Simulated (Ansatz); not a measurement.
# C2H9ClInP: the cost of one run

The runs use Ansatz 0.2.0, Gaussian basis; the settings change from run to run.

### 1 The molecule

An earlier PBE0-D4 in a triple-zeta def2 set relaxation fixed the geometry. In takes a core potential in def2 sets; no spin-orbit term is included.

SMILES `[CH3][In-]([CH3])([PH3+])[Cl]`, 14 atoms, charge 0, spin multiplicity 1.

Atoms are counted from 1 here; the program's logs count them from 0.

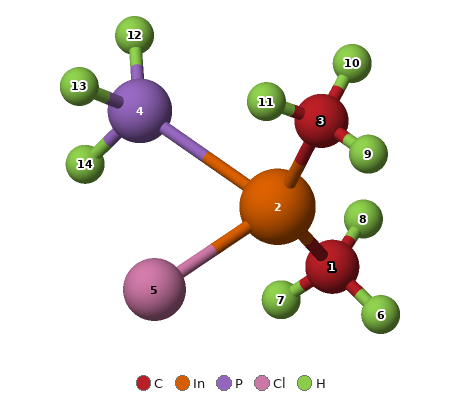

The geometry (carbon red, indium orange, phosphorus purple, chlorine pink, hydrogen green); atoms are numbered from 1 in the order of the file.

### 2 revPBE0/ANO-RCC-VTZP

Options: finite nuclei, D4 dispersion.

in.yaml reads:

```yaml
crystal:
  periodic: [false, false, false]
  atoms:
    - {symbol: C, position_ang: [-1.965994, 1.243373, 0.195178]}
    - {symbol: In, position_ang: [0.110942, 0.718698, 0.101681]}
    - {symbol: C, position_ang: [1.724051, 0.491027, 1.495847]}
    - {symbol: P, position_ang: [-0.007615, -1.854881, -1.051004]}
    - {symbol: Cl, position_ang: [0.982607, 1.174429, -2.107401]}
    - {symbol: H, position_ang: [-2.069477, 2.291482, 0.480333]}
    - {symbol: H, position_ang: [-2.415007, 1.104471, -0.788265]}
    - {symbol: H, position_ang: [-2.494614, 0.630943, 0.926969]}
    - {symbol: H, position_ang: [1.996006, 1.464250, 1.907472]}
    - {symbol: H, position_ang: [1.443757, -0.167777, 2.318906]}
    - {symbol: H, position_ang: [2.589700, 0.078406, 0.977705]}
    - {symbol: H, position_ang: [-0.427883, -3.127411, -0.594930]}
    - {symbol: H, position_ang: [1.244694, -2.238778, -1.569910]}
    - {symbol: H, position_ang: [-0.724068, -1.837333, -2.263980]}
basis:
  gaussian: {orbitals: ANO-RCC-VTZP, nuclear_model: gaussian}
hamiltonian: {xc: {name: revPBE0}, dispersion: d4}
```

Started as:

```
> ansatz run in.yaml --threads 4 --pin off --events-out ev --progress --plain --max-ram 11315MiB
```

**Question.** How long does this run take on 4 threads of Arm Neoverse V1, shared host, and how much memory does it need?

About 18 s, with a peak of 1.5 GiB.
